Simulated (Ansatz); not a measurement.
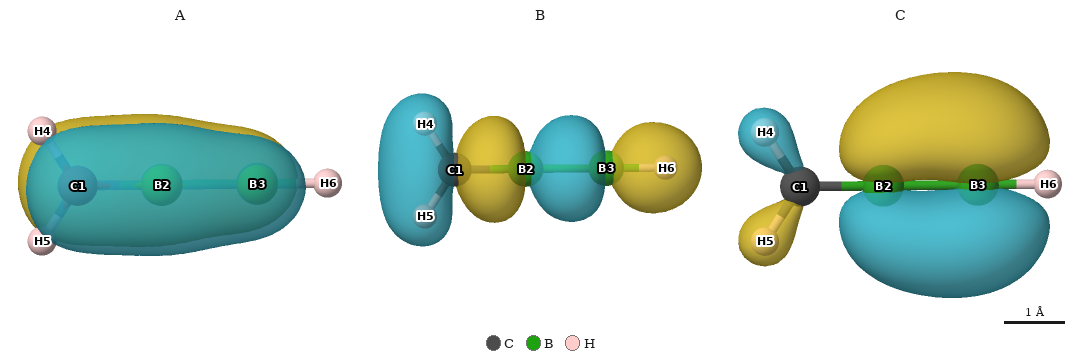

CH3B2 (SMILES [BH+]B=C) (charge +1). Three frontier orbitals at ±0.1 Å⁻³ᐟ² (yellow and cyan are the two phases), in no order.

Geometry: B3LYP/6-31G*.

Level of theory: isolated molecule in a Gaussian basis; Kohn-Sham density functional theory, functional PBE0 (Ansatz).

```xyz
6

C     1.0923   -1.0497    0.2018
B     0.1265   -0.1727    0.7187
B    -0.9717    0.8253    1.3066
H     1.9508   -1.3968    0.7838
H     1.0508   -1.4442   -0.8175
H    -1.7794    1.5593    1.7390
```

### Order the three orbitals by energy and name them.

B is the HOMO−1 (−17.72 eV). Its weight (Hirshfeld) is mainly on C1 (about 35 %), B2 (about 25 %), B3 (about 20 %), H6 (about 10 %), H4 (about 5 %) and H5 (about 5 %); it is symmetric in the molecular plane (an in-plane orbital: σ, lone-pair or in-plane π type). A is the HOMO (−13.57 eV). It lies mainly on B2 (about 40 %), C1 (about 35 %) and B3 (about 20 %); it changes sign across the molecular plane (π type); π-bonding across C1–B2 and B2–B3. C is the LUMO (−10.48 eV). Its weight (Hirshfeld) is mainly on B3 (about 55 %) and B2 (about 30 %); it is symmetric in the molecular plane (an in-plane orbital: σ, lone-pair or in-plane π type).

### What is the HOMO–LUMO gap?

3.09 eV between the orbital energies.
